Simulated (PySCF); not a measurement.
Vertical excitations of a molecule C4H8ClF from PySCF 2.14.0 with TDA-LC-ωPBE/def2-SVPD, as energy in eV (oscillator strength): 7.60 (0.000), 7.94 (0.002), 9.26 (0.051), 9.63 (0.058), 9.77 (0.056), 9.83 (0.033), 9.90 (0.121), 10.03 (0.057), 10.14 (0.116), 10.27 (0.009). Lowest triplet (TDA): 6.74 eV. Coordinates come from a B3LYP-D3(BJ)/def2-SVP optimisation. One conformer was computed; it need not be the lowest.

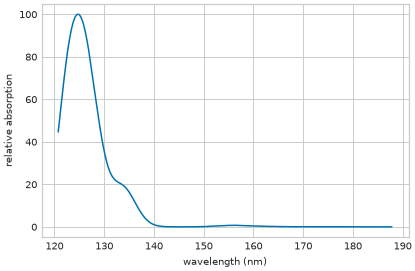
Figure. The lines broadened by 0.4 eV.

### Question
Which structure fits?
A. CCC[C@@H](F)Cl
B. C[C@H](F)[C@H](C)Cl
C. C[C@H](F)CCCl
D. CC[C@@H](F)CCl

### Answer
A, CCC[C@@H](F)Cl
